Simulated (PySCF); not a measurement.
Consider C₅H₁₂OSi (SMILES CO[C@H]1CC[SiH2]C1).

The calculation's input:

```
{"job": {"kind": "nmr", "xc": "PBE0", "basis": "pcSseg-1", "solvent": "cyclohexane", "pop": false}, "charge": 0, "multiplicity": 1}
C      1.921889     0.583792     0.982531
O      1.746808    -0.072659    -0.242878
C      0.583580    -0.864920    -0.481563
C     -0.417155    -1.032254     0.667737
C     -1.329317     0.194660     0.809574
Si    -1.376939     0.998624    -0.921193
C     -0.177389    -0.266972    -1.676331
H      2.891571     1.075478     0.902230
H      1.157723     1.345245     1.166703
H      1.954532    -0.109612     1.830925
H      0.976533    -1.858918    -0.750759
H      0.090393    -1.270047     1.603568
H     -1.030961    -1.897073     0.406351
H     -0.940482     0.880698     1.561264
H     -2.310814    -0.116024     1.165633
H     -0.856828     2.368746    -0.914496
H     -2.705748     0.955624    -1.536780
H     -0.717019    -1.061509    -2.191741
H      0.539623     0.147122    -2.380776
```

Command:

```sh
OMP_NUM_THREADS=1 python ens_run.py task.json out
```

Geometry: GFN2-xTB.

Level of theory: PBE0/pcSseg-1, SCF density, in a cyclohexane solvent model, non-relativistic (PySCF).

What can the converged electron density and electron localisation function tell about the bonding?

Answer. C–O (1.40 Å): the density is about 2.1 e/Å³ at the midpoint, with its minimum of 1.8 e/Å³ about 0.5 Å from C; the ELF peaks at about 0.90 between the atoms: a shared but strongly polarised pair.
C–C (1.53 Å): ρ is about 1.7 e/Å³ halfway; the ELF peaks at about 0.95 between the atoms: a covalent bond.
C–H (1.09 Å): ρ at the midpoint is about 2 e/Å³; the ELF climbs to about 1 towards the hydrogen, as it does in any bond to H (an ordinary covalent bond to hydrogen).

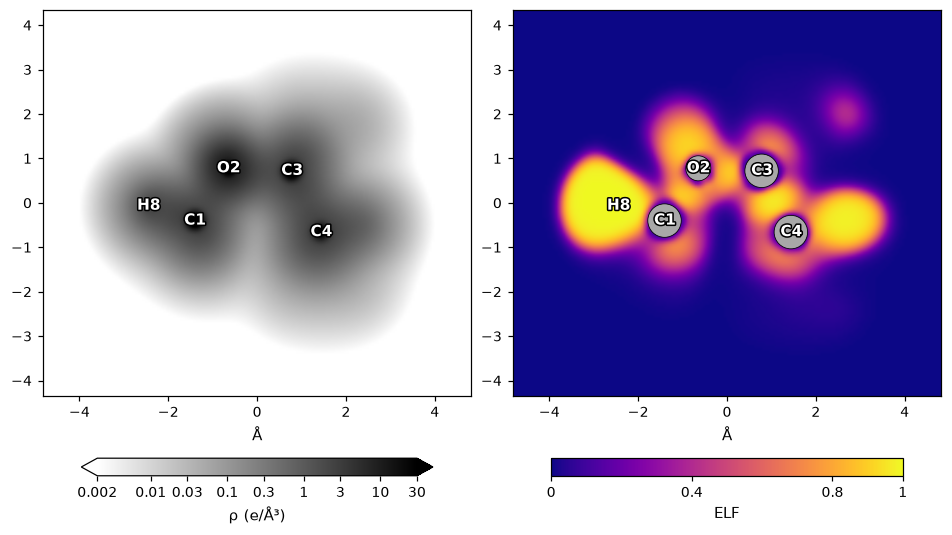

Computed electron density and electron localisation function on the plane of atoms O2, C1 and H8, in this order. Grey discs cover the atomic cores in the ELF map. 
